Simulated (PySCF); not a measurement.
**HO2Tl: density, localisation and related maps**

Input file:

```
mol = gto.M(atom='''
Tl    -0.07534     0.00345     0.51139
O      1.77913     0.00365     0.13314
O     -2.03816    -0.01211     1.03817
H     -2.57821     0.09408     0.24237''',
    basis={'Tl': 'def2-SVP', 'O': 'def2-SVP', 'H': 'def2-SVP'},
    ecp={'Tl': 'def2-SVP'},
    charge=0, spin=0)
mf = dft.RKS(mol, xc='PBE0')
mf.grids.atom_grid = (75, 302)  # f atoms: at least (60, 302), unpruned
mf = mf.density_fit()  # Tl def2-universal-JKFIT, O def2-universal-JKFIT, H def2-universal-JKFIT
mf.conv_tol = 1e-09; mf.max_cycle = 55
mf.kernel(dm0)
```

Launched as:

```sh
OMP_NUM_THREADS=2 python run.py
```

Core potentials replace the inner electrons of Tl.

The calculation used PySCF, RKS PBE0, Tl def2-SVP with ECP60, O def2-SVP, H def2-SVP; non-relativistic Hamiltonian with scalar-relativistic core potentials where named; density fitting.

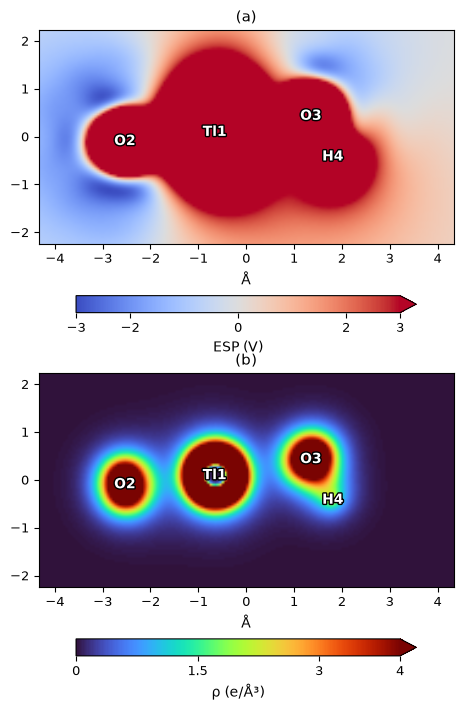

Figure 1. (a) electrostatic potential; (b) electron density on the molecular plane.

Describe what can be read from this map.

- The section cuts through Tl, O and H sites.
- Tl–O (1.89 Å): the density is about 1.2 e/Å³ at the midpoint, with its minimum of 1 e/Å³ about 1.0 Å from Tl.
- O–H (0.97 Å): ρ at the midpoint is about 3.6 e/Å³.
- Tl–O (2.03 Å): ρ is about 0.83 e/Å³ halfway.
- Outside the dense part of the molecule the potential is most negative (−2.9 V) near O2.

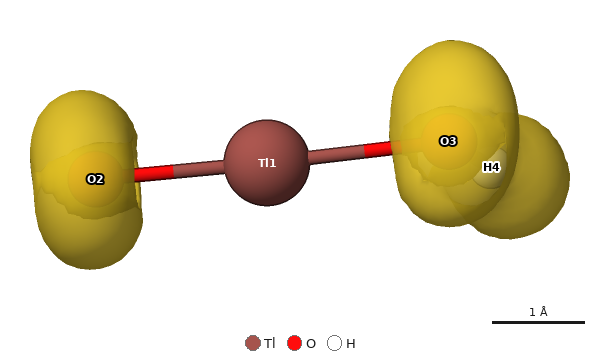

Figure 2. Isosurface of the ELF at 0.75 (yellow), seen at an oblique angle. Only the valence region is drawn (cores and ρ < 0.01 e/Å³ removed).

Identify the bonds, lone pairs and shells in this picture.

At this value the surface marks out one region wrapped around O (its valence shell) and one joined region spread over several atoms (H, O), in which their bonds and any lone pairs are merged.


Tl–O (1.89 Å): the ELF peaks at about 0.65 in the valence shell of O, 0.6 Å from its nucleus, and drops to about 0.25 between the two atoms. O–H (0.97 Å): the ELF climbs to about 1 towards the hydrogen, as it does in any bond to H: a covalent bond by its length.

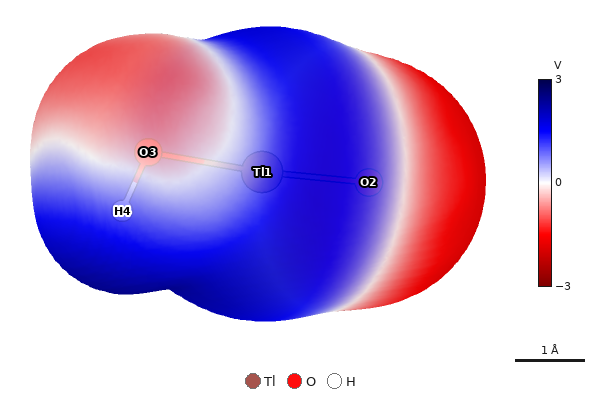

Figure 3. The electrostatic potential painted on the density surface at 0.001 e/bohr³, seen at a tilt; red is negative and blue positive.

Describe the electrostatic potential map.

The most negative region (about −1.8 V, or −42 kcal/mol for a unit charge) lies over O2, the most positive (about +2.4 V, or +55 kcal/mol for a unit charge) over Tl1 and H4. O2 is the likeliest acceptor of a hydrogen bond.

How polar is the molecule by this calculation?

Its dipole moment is 3.66 D.
